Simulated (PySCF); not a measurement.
CH₄BF₃, SMILES `C.FB(F)F`.

PySCF calculation, PBE0/cc-pVDZ, gas phase; geometry: GFN2-xTB.

The calculation's input:

```python
import numpy as np
from pyscf import gto, scf, dft
from pyscf.scf import atom_ks, atom_hf
from scipy.linalg import block_diag
from pyscf.dispersion import dftd3

def solve(mol, dm0=None, hcore=None):
    mf = (dft.UKS if mol.spin else dft.RKS)(mol, xc='pbe0')
    mf.grids.level = 3
    mf = mf.density_fit(auxbasis='def2-universal-jkfit')
    mf.conv_tol, mf.max_cycle = 1e-8, 80
    if hcore is not None:
        mf.get_hcore = lambda *args: hcore
    mf.kernel(dm0)
    if not mf.converged:
        mf = mf.newton().run(mf.mo_coeff, mf.mo_occ, max_cycle=30)
    assert mf.converged, 'SCF not converged'
    return mf

mol = gto.M(atom='''
C     -2.43666    -0.00086     0.06905
H     -2.16031     0.83653    -0.55881
H     -3.50359     0.02200     0.24973
H     -1.91309     0.06522     1.01475
H     -2.17584    -0.92719    -0.42648
F      0.89012    -0.11259     1.26781
B      0.75174     0.00032    -0.02104
F      0.69198    -1.06564    -0.76389
F      0.70835     1.17901    -0.56929
''', basis='cc-pvdz', charge=0, spin=0, verbose=4)
mol_a = gto.M(atom='''
C     -2.43666    -0.00086     0.06905
H     -2.16031     0.83653    -0.55881
H     -3.50359     0.02200     0.24973
H     -1.91309     0.06522     1.01475
H     -2.17584    -0.92719    -0.42648
ghost-F      0.89012    -0.11259     1.26781
ghost-B      0.75174     0.00032    -0.02104
ghost-F      0.69198    -1.06564    -0.76389
ghost-F      0.70835     1.17901    -0.56929
''', basis='cc-pvdz', charge=0, spin=0, verbose=4)
mol_b = gto.M(atom='''
ghost-C     -2.43666    -0.00086     0.06905
ghost-H     -2.16031     0.83653    -0.55881
ghost-H     -3.50359     0.02200     0.24973
ghost-H     -1.91309     0.06522     1.01475
ghost-H     -2.17584    -0.92719    -0.42648
F      0.89012    -0.11259     1.26781
B      0.75174     0.00032    -0.02104
F      0.69198    -1.06564    -0.76389
F      0.70835     1.17901    -0.56929
''', basis='cc-pvdz', charge=0, spin=0, verbose=4)
ab, a, b = solve(mol), solve(mol_a), solve(mol_b)
e_int = ab.e_tot - a.e_tot - b.e_tot
print('counterpoise-corrected interaction energy / kcal/mol', e_int * 627.5095)
def disp(atoms, charge):
    m = gto.M(atom=atoms, charge=charge, basis='sto-3g', spin=None, unit='Bohr', verbose=0)
    return dftd3.DFTD3Dispersion(m, xc='pbe0', version='d3bj').get_dispersion()['energy']
e_disp = disp(mol._atom, mol.charge) - disp(mol._atom[:5], mol_a.charge) - disp(mol._atom[5:], mol_b.charge)
print('D3(BJ) part / kcal/mol', e_disp * 627.5095)
# spherically averaged free atoms, for the promolecule
atm = atom_ks.get_atm_nrks(mol, xc='pbe0')
pro = block_diag(*[(atm[a[0]][2] * atm[a[0]][3]) @ atm[a[0]][2].T for a in mol._atom])
np.savez('result.npz', e_int=e_int, e_disp=e_disp, dm_a=a.make_rdm1(), dm_b=b.make_rdm1(), c=ab.mo_coeff, occ=ab.mo_occ, eps=ab.mo_energy, pro=pro, d=[f.dip_moment(verbose=0) for f in (ab, a, b)])
```

Run with:

```sh
OMP_NUM_THREADS=1 python input.py
```

The run took 15 s on 1 thread of Intel(R) Xeon(R) Platinum 8488C (Sapphire Rapids), with other jobs on the host, peak memory 0.43 GiB.

Partitions, critical points and surface values were worked out afterwards from this run's density.

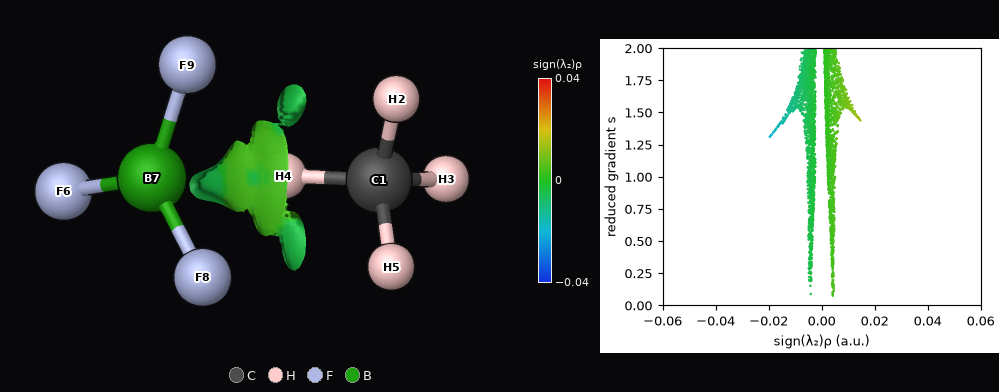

Non-covalent interaction surfaces between the fragments (reduced density gradient s = 0.4, coloured by sign(λ₂)ρ in a.u.; trimmed to the region between the fragments where ρ is under 0.06 a.u.). Fragment A: H4C (atoms 1–5); fragment B: BF3. The plot gives s against sign(λ₂)ρ for grid points between the fragments.

Question: Which interactions hold the two fragments together?

Answer: Bond critical points between the fragments: H4···F6, weak C–H hydrogen bond, 2.82 Å, ρ = 0.005 a.u., a bond path close to vanishing (ellipticity 1.8). It is weak and appears green, as weak hydrogen bonds do. The pose is a local one from a semi-empirical search, not shown to be the most stable.

Question: How strongly are they bound?

Answer: The counterpoise-corrected interaction energy of the frozen fragments is −0.2 kcal/mol without dispersion correction and −1.1 kcal/mol with D3(BJ). The pair geometry is semi-empirical, not a minimum at this level.
